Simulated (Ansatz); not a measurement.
```xyz
8

W     0.1675    0.0000   -0.0933
F    -0.0202    0.0000    1.7586
Cl    2.5280    0.0000   -0.0001
Cl   -0.2065    2.2622   -0.0289
H    -1.5597    0.0000   -0.0894
Cl   -0.2065   -2.2622   -0.0289
Cl   -0.0572    0.0000   -2.3666
F     0.0244    0.0000    4.0987
```

Core potentials replace the inner electrons of W.

Computed with Ansatz, UKS PBE/def2-SVP.

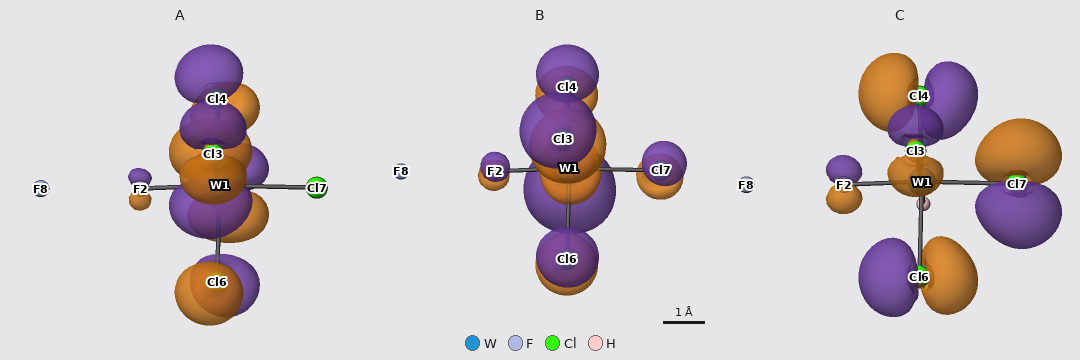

Cl4FHW···F (doublet). Three frontier orbitals at ±0.1 Å⁻³ᐟ² (orange and purple are the two phases), in no order.

> Which picture is the HOMO−1, the HOMO and the LUMO? All are α orbitals.

C is the HOMO−1 (α) (−8.38 eV). Its weight (Hirshfeld) is mainly on Cl7 (about 40 %), Cl4 (about 25 %), Cl6 (about 25 %) and Cl3 (about 5 %); largely a combination of lone pairs on Cl7, Cl4, Cl6 and Cl3. B is the HOMO (α) (−7.53 eV). Its weight (Hirshfeld) is mainly on H5 (about 30 %), Cl3 (about 25 %), W1 (about 20 %), Cl4 (about 10 %) and Cl6 (about 10 %). A is the LUMO (α) (−5.69 eV). By Hirshfeld shares it lies mainly on W1 (about 55 %), Cl4 (about 15 %), Cl6 (about 15 %) and Cl3 (about 10 %).

> What is the gap between the highest occupied and lowest empty α orbitals?

1.84 eV between the orbital energies.
